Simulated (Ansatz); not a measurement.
GaH3BrCl: several calculations on one system

### Relaxation

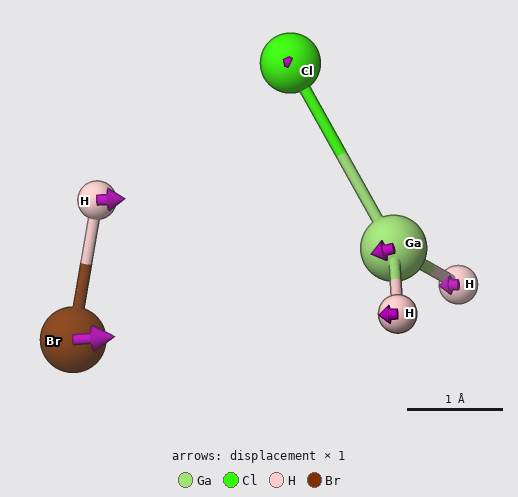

A relaxation of GaH$_{3}$BrCl. The starting structure is drawn; purple arrows show the displacements, at their true length. The two geometries are superimposed by the best rigid fit.

Style: ball-and-stick. Shown at a tilt.

The run prepares an end point of a later path (reaction) calculation, from a guessed geometry.

Level of theory: RKS revPBE-D4/def2-SVP (Ansatz). (no spin polarisation; force threshold 0.03 eV/Å; at most 50 steps)

**Atoms of which element are displaced furthest, and by how much?**

Bromine: up to 0.46 Å, against 0.31 Å for hydrogen.

**What did the optimiser do to the structure, and how much energy did it gain?**

The atom that moves furthest after the best rigid fit is the Br atom (0.46 Å). By element the largest moves are Br 0.46 Å, H 0.31 Å, Ga 0.26 Å, Cl 0.09 Å. Near-neighbour distances that change, for instance: Br–Ga 3.616 → 2.900 Å, Br–H 1.510 → 1.468 Å, Cl–Ga 2.233 → 2.251 Å. New bonds form, among them: Br–Ga (3.62 → 2.90 Å). The energy falls by 13.8 kJ/mol in 5 geometry steps. The largest force component goes from 1 to 0.027 eV/Å.

Limits of the set-up: the start holds two separate molecules, 2.6 Å apart at their closest, whose relative position is a soft coordinate.

### Relaxation

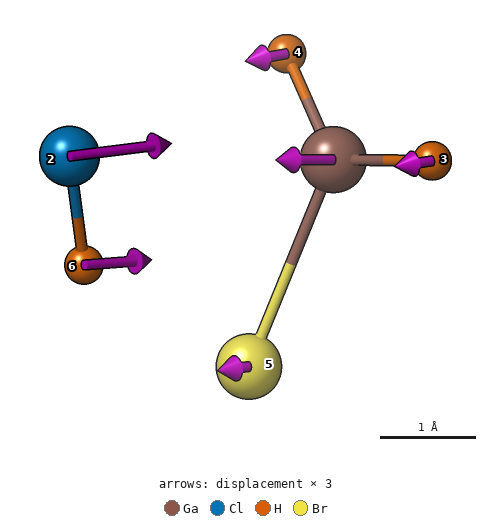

This is a relaxation of GaH3BrCl. The starting structure is drawn; purple arrows show the displacements, magnified 3 times. The two geometries are superimposed by the best rigid fit.

A ball-and-stick model, seen at a tilt.

The run prepares an end point of a later path (reaction) calculation, from a guessed geometry.

Theory: Ansatz, RKS revPBE-D4/def2-SVP. Settings: no spin polarisation; force threshold 0.03 eV/Å; at most 50 steps.

**Which element moves most?**

Chlorine: up to 0.43 Å, against 0.30 Å for hydrogen.

**What happened in the run?**

The largest move after the best rigid fit is that of the Cl atom, 0.43 Å. Largest moves by element: Cl 0.43 Å, H 0.30 Å, Ga 0.25 Å, Br 0.14 Å. Near-neighbour distances that change, for instance: Cl–Ga 3.433 → 2.751 Å, Cl–H 1.341 → 1.333 Å, Br–Ga 2.405 → 2.401 Å. After 5 accepted moves (6 points after the start) the energy has fallen by 3.24 kcal/mol. The largest force component goes from 0.87 to 0.025 eV/Å. The line search rejected the trial step at point 5 of the run. Cost: 19 s on 2 threads of Intel(R) Xeon(R) Platinum 8259CL CPU @ 2.50GHz (Skylake/Cascade Lake), with other jobs on the host, peak memory 0.17 GiB.

Limits of the set-up: the start holds two separate molecules, 2.7 Å apart at their closest, whose relative position is a soft coordinate.

### Path

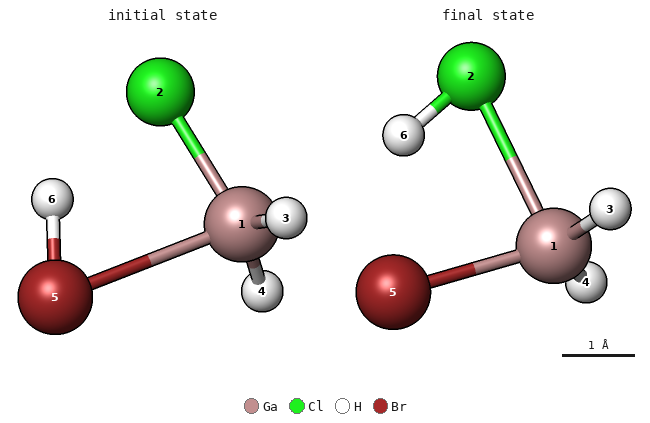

The two relaxed end points of a path for GaH₃BrCl. A ball-and-stick model, seen at a tilt.

These are results of RKS revPBE-D4/def2-SVP (Ansatz 0.2.0), not measurements.

Run with 5 movable images; climbing image; force threshold 0.03 eV/Å; iteration limit 60.

Start:
```xyz
6

Ga    0.0050    0.0045    0.0438
Cl   -0.0013    0.4332    2.2538
H     1.4379    0.0999   -0.5885
H    -1.4345    0.0125   -0.5807
Br    0.0961   -2.7689    0.8882
H     0.0750   -1.8230    2.0103
```

End:
```xyz
6

Ga    0.0186   -0.4329   -0.2007
Cl    0.0114    0.1290    2.4922
H     1.4363    0.1336   -0.5564
H    -1.4342    0.0436   -0.5465
Br    0.0930   -2.7231    0.5170
H     0.0532   -1.1920    2.3213
```

**What barrier does the band find between them, and by what path?**

The energy climbs by 0.033 eV to image 2 and then falls by 0.120 eV, so the end point sits at −0.087 eV. A hydrogen atom shifts from one atom to another. Breaking: Br5–H6 (1.47 → 1.63 at the top → 2.37 Å). Forming: Cl2–H6 (2.27 → 1.70 at the top → 1.33 Å). The band converged in 7 iterations, with a climbing image at the top. At the top, the vibrational analysis gives one imaginary mode (173i cm⁻¹), as a transition state must have.

Energies of the converged images:

| image | path (Å) | E (eV) |
| --- | --- | --- |
| 0 | 0.00 | 0.000 |
| 1 | 0.25 | 0.009 |
| 2 | 0.50 | 0.033 |
| 3 | 0.67 | 0.009 |
| 4 | 0.85 | -0.044 |
| 5 | 1.03 | -0.078 |
| 6 | 1.21 | -0.087 |

The geometry at the top of the path:

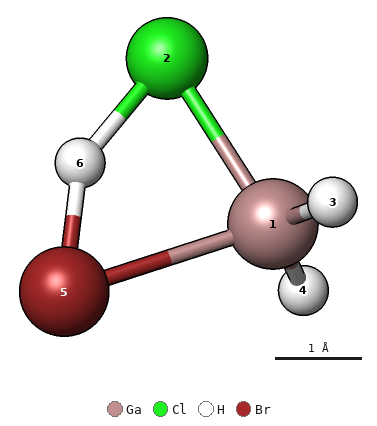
